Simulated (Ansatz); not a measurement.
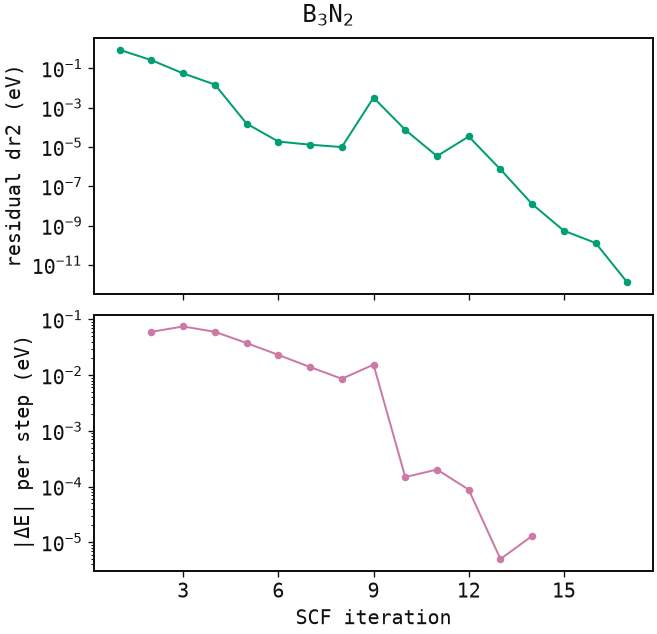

The plot shows the SCF iterations of a calculation: density residual dr2, step-to-step change of the Harris–Foulkes energy. The run starts from the density of an earlier run. Energy differences below 3 × 10⁻⁶ eV aren't drawn. dr2 is the charge part; the magnetisation has a residual of its own.

System: B3N2 (Pm-3m, 5 atoms in the cell).
Method: DFT PBE, scalar-relativistic, plane waves, PAW in Ansatz; cutoff 420 eV, 6×6×6 k-mesh, Gaussian smearing of 0.1 eV, collinear spins.

How did this run end?

The run converged; it took 17 iterations. The residual falls unevenly and jumps up by a factor of two or more twice on the way down, most sharply at step 9 (by a factor of about 300). The program keeps the magnetisation out of the quasi-Newton mixer until iteration 7 and then restarts the mixer with it. The program put off closing at iteration 15, as the moment had not settled.
